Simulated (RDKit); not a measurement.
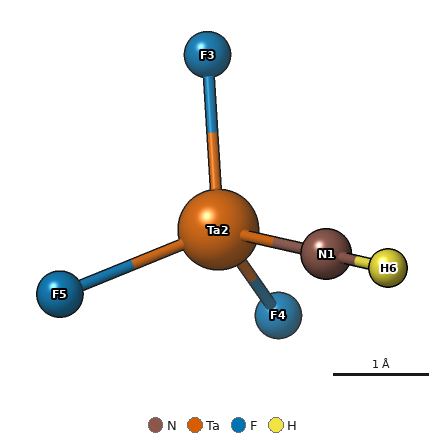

Fig. 1: The input geometry (ball-and-stick view, seen at a tilt; atoms are numbered from 1 in the order of the input). Sticks mark near contacts. Bond lengths as drawn: F–Ta 1.87 Å, H–N 1.01 Å and N–Ta 1.75 Å.

## TaNHF$_{3}$: property calculation

- system: TaNHF$_{3}$, SMILES [NH]=[Ta]([F])([F])[F]
- method: EHT (RDKit 2026.09.1)

The geometry comes from this level: PBE0-D4/def2-TZVP.

## The program's output
```
26 orbitals, 32 valence electrons, sum of one-electron energies -719.8526 eV
  13   -18.0809 eV
  14   -16.1760 eV
  15   -14.3732 eV
  16   -14.3732 eV (HOMO)
  17   -10.1124 eV (LUMO)
  18   -10.1123 eV
  19    -9.3357 eV
  20    -8.2363 eV
  21    -8.2360 eV
Mulliken charges: N1=-0.636 Ta2=+2.126 F3=-0.579 F4=-0.579 F5=-0.579 H6=+0.246
reduced overlap populations above 0.1
  N1-Ta2   1.340
  Ta2-F3   0.520
  Ta2-F4   0.520
  Ta2-F5   0.520
  N1-H6   0.722
```

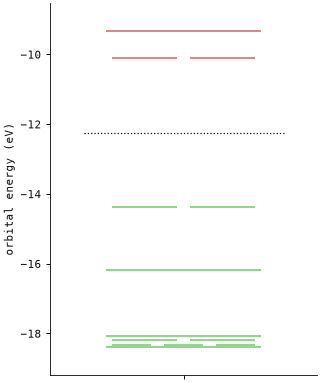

Fig. 2: Orbital energies near the frontier; the dotted line parts filled from empty levels, and levels within 0.02 eV of each other stand side by side. Highest filled −14.37 eV, lowest empty −10.11 eV, 4.26 eV apart.

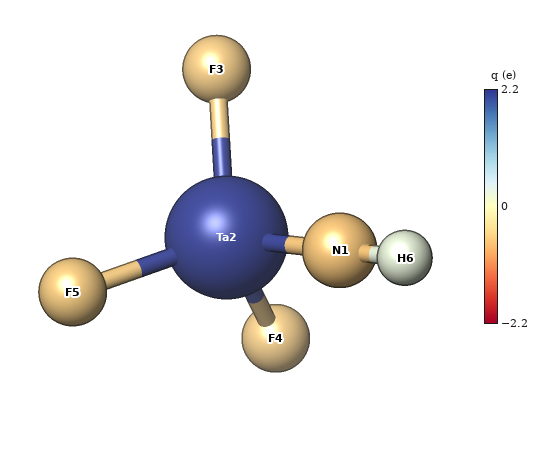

Fig. 3: Mulliken charges, as the colour of each atom (ball-and-stick view, seen at a tilt; atoms are numbered from 1 in the order of the input). By element: N −0.64, Ta +2.13, F −0.58 and H +0.25 e.

The run was set up as follows.

## Input file (job.py)
```python
import json
import numpy as np
from rdkit import Chem
from rdkit.Chem import AllChem
from rdkit.Chem import rdDetermineBonds
from rdkit.Chem import rdEHTTools

mol = Chem.MolFromXYZFile("mol.xyz")
symbols = [a.GetSymbol() for a in mol.GetAtoms()]
start = mol.GetConformer().GetPositions().copy()

ok, res = rdEHTTools.RunMol(mol, keepOverlapAndHamiltonianMatrices=True)
if not ok:
    raise RuntimeError("the extended Hueckel run failed")
eps = np.array(res.GetOrbitalEnergies())
nel = res.numElectrons
homo = (nel + 1) // 2 - 1
print(f"{res.numOrbitals} orbitals, {nel} valence electrons, sum of one-electron energies {res.totalEnergy:.4f} eV")
for i in range(max(0, homo - 3), min(len(eps), homo + 6)):
    print(f"{i + 1:4d} {eps[i]:10.4f} eV", "(HOMO)" if i == homo else "(LUMO)" if i == homo + 1 else "")
q = np.array(res.GetAtomicCharges())
print("Mulliken charges:", " ".join(f"{a}{i + 1}={c:+.3f}" for i, (a, c) in enumerate(zip(symbols, q))))
op = res.GetReducedOverlapPopulationMatrix()
pairs = [(k, i, op[i * (i + 1) // 2 + k]) for i in range(len(symbols)) for k in range(i) if abs(op[i * (i + 1) // 2 + k]) > 0.1]
print("reduced overlap populations above 0.1")
for k, i, p in pairs:
    print(f"  {symbols[k]}{k + 1}-{symbols[i]}{i + 1} {p:7.3f}")
json.dump(dict(symbols=symbols, start=start.tolist(), energy=res.totalEnergy * 23.060548, homo=eps[homo], lumo=eps[homo + 1] if homo + 1 < len(eps) else None, orbital_energies=eps.round(4).tolist(), charges_mulliken=q.tolist(), bond_orders=[[k + 1, i + 1, round(p, 4)] for k, i, p in pairs], nel=nel), open("results.json", "w"))
```

## File mol.xyz
```
6

N     -0.785600     0.677500     0.752000
Ta     0.286100    -0.253200    -0.275000
F      1.488800    -1.187000     0.818600
F     -0.750500    -1.446700    -1.282600
F      1.203800     0.932800    -1.399900
H     -1.400500     1.212700     1.340700
```

Launch command:
```bash
python job.py
```

## Results in brief

- outcome: converged
- total energy: −26.454096 hartree
- HOMO: −14.37 eV
- LUMO: −10.11 eV
- hardware: 1 thread of Arm Neoverse V2, 256 GiB of memory available, shared host
- peak memory: 0.073 GiB
